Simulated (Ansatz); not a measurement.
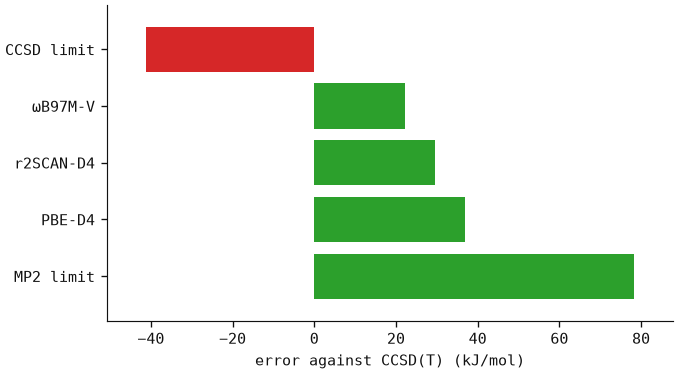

Error in the electronic atomisation energy (method less reference, so positive means overbinding) of B₂SiH₅OF, SMILES B[SiH2]OBF: functionals in def2-TZVPP against frozen-core CCSD(T) at the limit (MP2 extrapolated from triple and quadruple zeta, plus CCSD(T) less MP2 in a smaller set), which gives 3730.2 kJ/mol, at a PBE0-D4/def2-TZVP geometry (no frequency check), no zero-point or spin-orbit term, the Ansatz code. The reference leaves out core correlation, a term that grows with the number of heavy atoms. Limit means the basis limit.

Question: Which of these levels overbind, and which underbind?

Answer: Overbind: r2SCAN-D4, PBE-D4 and MP2 limit. Underbind: CCSD limit. Within 25 kJ/mol of zero, too close to call in view of what the reference leaves out: ωB97M-V.

Question: Give the values.

Answer:
| level | kJ/mol |
| --- | --- |
| CCSD limit | −41.3 |
| ωB97M-V | 22.2 |
| r2SCAN-D4 | 29.6 |
| PBE-D4 | 36.8 |
| MP2 limit | 78.3 |

Caveats, for all or some of the runs: one conformer of a flexible molecule.
